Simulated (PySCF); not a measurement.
# C4H4N2O: NMR shifts at several levels of theory, part 2 of 2

PySCF 2.14.0. Atoms count from 0. Earlier steps stand in the parts before.

**5. Nuclear shieldings: wB97X-D/pcSseg-2**

Job settings and geometry (Å):

```
{"job": {"kind": "nmr", "xc": "wB97X-D", "basis": "pcSseg-2", "pop": false}, "charge": 0, "multiplicity": 1}
O      2.155817     0.357997     0.008198
N      0.923624     0.177080     0.004338
C      0.034299     1.216051     0.036631
C     -1.325247     0.969480     0.030795
C     -1.764008    -0.351408    -0.008131
N     -0.889740    -1.358224    -0.039277
C      0.389162    -1.096870    -0.033137
H      0.501719     2.200307     0.065746
H     -2.025182     1.806670     0.056826
H     -2.827507    -0.605783    -0.014511
H      1.148182    -1.883219    -0.057937
```

With the program's defaults for keys left out, this is: GIAO wB97X-D/pcSseg-2 NMR shielding, non-relativistic, gas phase.

Standard output:

```text
coarse grid: 10040 points
cycle   1  E = -339.2908632046  dE =  1.745e+00  |g| = 9.835e-01  |ddm| = 2.520e+00
cycle   2  E = -338.9020113278  dE =  3.889e-01  |g| = 1.765e+00  |ddm| = 2.607e+00
cycle   3  E = -339.4801256588  dE = -5.781e-01  |g| = 1.537e-01  |ddm| = 1.824e+00
cycle   4  E = -339.4829517528  dE = -2.826e-03  |g| = 1.146e-01  |ddm| = 1.671e-01
cycle   5  E = -339.4857188340  dE = -2.767e-03  |g| = 1.343e-02  |ddm| = 7.821e-02
cycle   6  E = -339.4857721078  dE = -5.327e-05  |g| = 6.464e-03  |ddm| = 1.952e-02
cycle   7  E = -339.4857840718  dE = -1.196e-05  |g| = 1.943e-03  |ddm| = 9.752e-03
cycle   8  E = -339.4857863878  dE = -2.316e-06  |g| = 7.781e-04  |ddm| = 6.077e-03
final grid: 99512 points
cycle   9  E = -339.4885283488  dE = -2.031e-04  |g| = 5.284e-03  |ddm| = 6.192e-02
cycle  10  E = -339.4885297866  dE = -1.438e-06  |g| = 5.318e-03  |ddm| = 7.145e-03
cycle  11  E = -339.4885349666  dE = -5.180e-06  |g| = 1.254e-03  |ddm| = 4.311e-03
cycle  12  E = -339.4885352402  dE = -2.736e-07  |g| = 6.598e-04  |ddm| = 1.111e-03
cycle  13  E = -339.4885353240  dE = -8.380e-08  |g| = 1.461e-04  |ddm| = 8.719e-04
cycle  14  E = -339.4885353327  dE = -8.774e-09  |g| = 9.081e-05  |ddm| = 2.396e-04
cycle  15  E = -339.4885353362  dE = -3.432e-09  |g| = 2.481e-05  |ddm| = 2.222e-04
cycle  16  E = -339.4885353365  dE = -2.788e-10  |g| = 1.040e-05  |ddm| = 6.059e-05
converged SCF energy = -339.4885353365

GIAO shielding tensors (ppm)
atom      isotropic    diamagn.    paramagn.     s11        s22        s33       span
  0 O      -99.618     391.979    -491.597   -380.231   -109.770    191.148    571.379
  1 N      -86.830     311.193    -398.023   -236.480   -162.538    138.528    375.009
  2 C       28.341     254.092    -225.751    -56.347     17.089    124.280    180.627
  3 C       52.817     255.350    -202.533    -66.909     55.121    170.239    237.149
  4 C       36.381     250.713    -214.332    -67.451     25.440    151.153    218.605
  5 N      -83.656     319.113    -402.770   -341.751   -184.707    275.489    617.240
  6 C       21.325     255.386    -234.062    -54.799     19.912     98.861    153.660
  7 H       23.075      30.836      -7.762     20.773     22.090     26.362      5.589
  8 H       24.141      30.220      -6.079     22.177     23.033     27.212      5.035
  9 H       23.314      29.397      -6.083     20.440     22.740     26.761      6.321
 10 H       22.349      30.401      -8.052     19.509     21.973     25.567      6.058
```

Wall time 64 s (4 threads of Arm Neoverse N1, shared host).

This run: δ C6 163.1, C2 156.1, C4 148.0, C3 131.6, H10 9.01, H7 8.28 ppm.

**6. Nuclear shieldings: KT2/pcSseg-2**

The job, as its differences from that of step 5:

```diff
@@ -1,2 +1,2 @@
-{"job": {"kind": "nmr", "xc": "wB97X-D", "basis": "pcSseg-2", "pop": false}, "charge": 0, "multiplicity": 1}
+{"job": {"kind": "nmr", "xc": "KT2", "basis": "pcSseg-2", "pop": false}, "charge": 0, "multiplicity": 1}
 O      2.155817     0.357997     0.008198
```

With the program's defaults for keys left out, this is: GIAO KT2/pcSseg-2 NMR shielding, non-relativistic, gas phase.

Standard output:

```text
coarse grid: 10040 points
cycle   1  E = -345.0457283634  dE =  1.343e+00  |g| = 9.807e-01  |ddm| = 3.069e+00
cycle   2  E = -341.0164839129  dE =  4.029e+00  |g| = 3.139e+00  |ddm| = 2.858e+00
cycle   3  E = -344.8483297491  dE = -3.832e+00  |g| = 1.165e+00  |ddm| = 2.781e+00
cycle   4  E = -345.2087880571  dE = -3.605e-01  |g| = 3.357e-01  |ddm| = 1.001e+00
cycle   5  E = -345.1984650527  dE =  1.032e-02  |g| = 3.651e-01  |ddm| = 3.650e-01
cycle   6  E = -345.2328710033  dE = -3.441e-02  |g| = 1.054e-01  |ddm| = 3.054e-01
cycle   7  E = -345.2346147446  dE = -1.744e-03  |g| = 5.340e-02  |ddm| = 1.100e-01
cycle   8  E = -345.2351497037  dE = -5.350e-04  |g| = 3.066e-02  |ddm| = 5.561e-02
cycle   9  E = -345.2353723010  dE = -2.226e-04  |g| = 1.345e-02  |ddm| = 2.661e-02
cycle  10  E = -345.2354144853  dE = -4.218e-05  |g| = 2.237e-03  |ddm| = 1.120e-02
cycle  11  E = -345.2354151821  dE = -6.967e-07  |g| = 1.401e-03  |ddm| = 2.715e-03
final grid: 99512 points
cycle  12  E = -345.2568842296  dE = -5.080e-04  |g| = 1.017e-02  |ddm| = 3.290e-01
cycle  13  E = -345.2568069103  dE =  7.732e-05  |g| = 1.956e-02  |ddm| = 2.729e-02
cycle  14  E = -345.2568789675  dE = -7.206e-05  |g| = 1.118e-02  |ddm| = 2.447e-02
cycle  15  E = -345.2569070183  dE = -2.805e-05  |g| = 1.868e-03  |ddm| = 1.110e-02
cycle  16  E = -345.2569076371  dE = -6.188e-07  |g| = 1.146e-03  |ddm| = 2.214e-03
cycle  17  E = -345.2569079891  dE = -3.520e-07  |g| = 3.078e-04  |ddm| = 9.483e-04
cycle  18  E = -345.2569080067  dE = -1.753e-08  |g| = 1.148e-04  |ddm| = 2.787e-04
cycle  19  E = -345.2569080096  dE = -2.977e-09  |g| = 1.624e-05  |ddm| = 8.746e-05
cycle  20  E = -345.2569080097  dE = -1.535e-11  |g| = 1.356e-05  |ddm| = 2.216e-05
converged SCF energy = -345.2569080097

GIAO shielding tensors (ppm)
atom      isotropic    diamagn.    paramagn.     s11        s22        s33       span
  0 O     -120.012     391.365    -511.378   -425.024   -101.652    166.638    591.662
  1 N      -61.045     312.499    -373.544   -178.784   -134.422    130.071    308.855
  2 C       40.451     255.414    -214.963    -32.877     34.499    119.733    152.610
  3 C       62.204     258.574    -196.371    -45.320     67.764    164.167    209.487
  4 C       48.468     253.110    -204.643    -41.398     40.134    146.667    188.065
  5 N      -56.813     318.896    -375.709   -277.287   -151.081    257.929    535.215
  6 C       32.460     256.333    -223.873    -32.835     35.695     94.519    127.355
  7 H       23.306      30.166      -6.860     21.350     22.609     25.959      4.609
  8 H       24.304      29.027      -4.723     22.399     23.600     26.914      4.515
  9 H       23.544      28.166      -4.621     20.905     23.268     26.459      5.554
 10 H       22.519      29.828      -7.309     20.018     22.475     25.064      5.046
```

It took 46 s on 4 threads of Arm Neoverse N1, shared host.

Key values: δ C6 149.8, C2 141.8, C4 133.8, C3 120.1, H10 8.66, H7 7.87 ppm.

**7. Nuclear shieldings: HF/pcSseg-2**

The job, as its differences from that of step 6:

```diff
@@ -1,2 +1,2 @@
-{"job": {"kind": "nmr", "xc": "KT2", "basis": "pcSseg-2", "pop": false}, "charge": 0, "multiplicity": 1}
+{"job": {"kind": "nmr", "xc": "HF", "basis": "pcSseg-2", "pop": false}, "charge": 0, "multiplicity": 1}
 O      2.155817     0.357997     0.008198
```

With the program's defaults for keys left out, this is: GIAO HF/pcSseg-2 NMR shielding, non-relativistic, gas phase.

Standard output:

```text
final grid: 99512 points
cycle   1  E = -337.3614576094  dE =  2.238e+00  |g| = 9.587e-01  |ddm| = 2.661e+00
cycle   2  E = -337.4624595195  dE = -1.010e-01  |g| = 7.769e-01  |ddm| = 1.540e+00
cycle   3  E = -337.5724233597  dE = -1.100e-01  |g| = 1.023e-01  |ddm| = 6.927e-01
cycle   4  E = -337.5753739110  dE = -2.951e-03  |g| = 3.312e-02  |ddm| = 1.560e-01
cycle   5  E = -337.5757147771  dE = -3.409e-04  |g| = 1.290e-02  |ddm| = 4.437e-02
cycle   6  E = -337.5757806398  dE = -6.586e-05  |g| = 5.465e-03  |ddm| = 1.525e-02
cycle   7  E = -337.5758023530  dE = -2.171e-05  |g| = 2.301e-03  |ddm| = 1.171e-02
cycle   8  E = -337.5758076621  dE = -5.309e-06  |g| = 1.090e-03  |ddm| = 5.232e-03
cycle   9  E = -337.5758089834  dE = -1.321e-06  |g| = 5.663e-04  |ddm| = 2.168e-03
cycle  10  E = -337.5758093472  dE = -3.638e-07  |g| = 2.855e-04  |ddm| = 1.251e-03
cycle  11  E = -337.5758094504  dE = -1.032e-07  |g| = 8.926e-05  |ddm| = 8.883e-04
cycle  12  E = -337.5758094589  dE = -8.526e-09  |g| = 3.419e-05  |ddm| = 3.535e-04
cycle  13  E = -337.5758094596  dE = -6.817e-10  |g| = 1.509e-05  |ddm| = 9.259e-05
converged SCF energy = -337.5758094596

GIAO shielding tensors (ppm)
atom      isotropic    diamagn.    paramagn.     s11        s22        s33       span
  0 O        7.554     392.005    -384.451   -126.231    -58.927    207.819    334.050
  1 N      -95.628     310.162    -405.789   -286.388   -168.979    168.485    454.873
  2 C       29.966     252.245    -222.279    -64.405     15.637    138.667    203.071
  3 C       65.478     253.476    -187.998    -54.805     69.916    181.323    236.128
  4 C       37.347     248.972    -211.625    -78.513     27.600    162.955    241.468
  5 N      -78.048     317.393    -395.441   -340.691   -182.941    289.486    630.177
  6 C       25.880     253.829    -227.949    -59.620     21.308    115.953    175.572
  7 H       22.739      30.963      -8.224     19.754     21.846     26.616      6.862
  8 H       24.468      30.552      -6.085     21.630     24.335     27.438      5.808
  9 H       23.301      29.604      -6.303     19.877     23.019     27.008      7.131
 10 H       22.202      30.425      -8.224     18.651     21.977     25.977      7.326
```

It took 31 s on 4 threads of Arm Neoverse N1, shared host.

Key values: δ C6 165.6, C2 161.5, C4 154.1, C3 126.0, H10 9.48, H7 8.94 ppm.

**8. Comparing the runs: NMR shifts**

Shifts (ppm) of some atoms, chosen among heavy atoms and hydrogens apart, with basis size and wall time:

```csv
run,C2,C4,H10,H7,O0,N1,N5,functions,time
PBE0/pcSseg-2,153.6,145.5,8.96,8.20,444.5,341.9,341.9,308,50 s
PBE/pcSseg-2,149.8,141.7,8.76,7.91,475.3,333.1,339.0,308,46 s
wB97X-D/pcSseg-2,156.1,148.0,9.01,8.28,426.5,346.9,343.7,308,64 s
KT2/pcSseg-2,141.8,133.8,8.66,7.87,444.4,321.2,316.9,308,46 s
HF/pcSseg-2,161.5,154.1,9.48,8.94,318.8,356.4,338.8,308,31 s
```

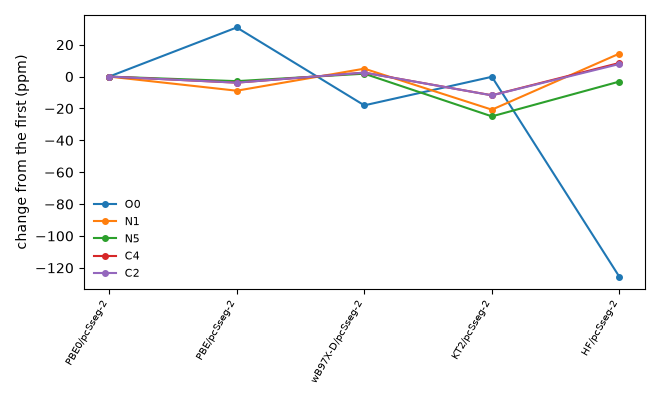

How five of the tabulated atoms move from run to run.

**9. What came out**

What follows sums up all 2 parts.

| quantity | value |
| --- | --- |
| point group | Cs |
| rotational constants (main isotopes) | 6.12, 2.90, 1.97 GHz |
| 13C shifts against TMS (PBE0/pcSseg-2) | 161.2, 153.6, 145.5, 129.9 ppm |
| 1H shifts against TMS (PBE0/pcSseg-2) | 8.96, 8.20, 7.98, 7.19 ppm |
| 17O shifts against H2O (PBE0/pcSseg-2) | 444.5 ppm |
| 15N shifts against NH3 (PBE0/pcSseg-2) | 341.9, 341.9 ppm |
| range of the shift of O0 | 318.8 to 475.3 ppm |

What this shows: Single values in the summary come from the first sound run of each kind (PBE0/pcSseg-2), which need not be the best level. The optimisation took 7 steps and gained 0.038 eV; among the close pairs (by a distance rule), N1–C6 changed most, from 1.366 to 1.382 Å. NICS(1)zz of -21 ppm above the planar ring from N1 marks a diatropic (aromatic) ring current. Across the 5 runs the shift of O0 moves most, between 318.8 (HF/pcSseg-2) and 475.3 ppm (PBE/pcSseg-2).
